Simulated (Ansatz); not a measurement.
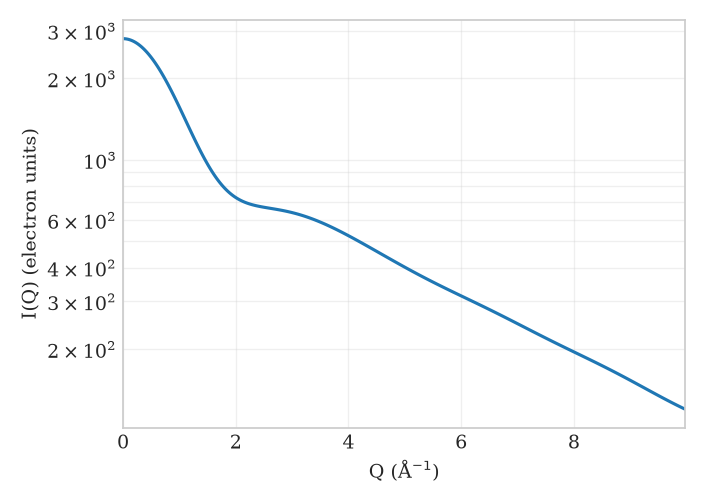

Elastic X-ray scattering of a randomly oriented, rigid molecule, calculated with the Debye equation from neutral-atom form factors (independent atoms, no Compton part, no vibration). The geometry is the end point of an optimisation (RKS BLYP-D4/def2-SVP in Ansatz); it may be a saddle point or a higher isomer. It contains N, As, H.

How many electrons does the independent-atom model of the molecule hold?

I(0) is the square of the electron number: I(0) = 2810, so about 53 electrons, the count of AsH6N2 counted as neutral atoms.

What radius of gyration does the initial fall-off give?

From I(Q) ≈ I(0) exp(−Q²R²/3) at small Q, R ≈ 1.40 Å. It is larger than the electron-weighted radius of the nuclear positions alone (1.25 Å), because each atom's electron cloud adds to it.
